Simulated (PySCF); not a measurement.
Vertical excitations of a molecule C5H4BF from TDDFT-PBE/def2-SVPD run with PySCF, as energy in eV (oscillator strength): 3.79 (0.015), 4.12 (0.010), 5.69 (0.004), 5.90 (0.015), 5.96 (0.054), 6.21 (0.014), 6.33 (0.002), 6.42 (0.004), 6.45 (0.002), 6.60 (0.007). Lowest triplet (TDA): 3.55 eV. Geometry optimised at B3LYP-D3(BJ)/def2-SVP. One conformer was computed; it need not be the lowest.

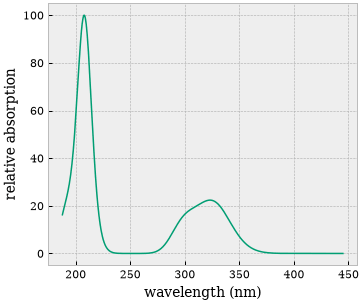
Fig. 1. The lines broadened by 0.4 eV.

**Question.** Identify the compound among the candidates.
A) C#CB1C=C[C@H]1F
B) C#CB1CC=C1F
C) C#C[C@@H]1C=CB1F
D) C#CC1=CB(F)C1

**Answer.** C, C#C[C@@H]1C=CB1F
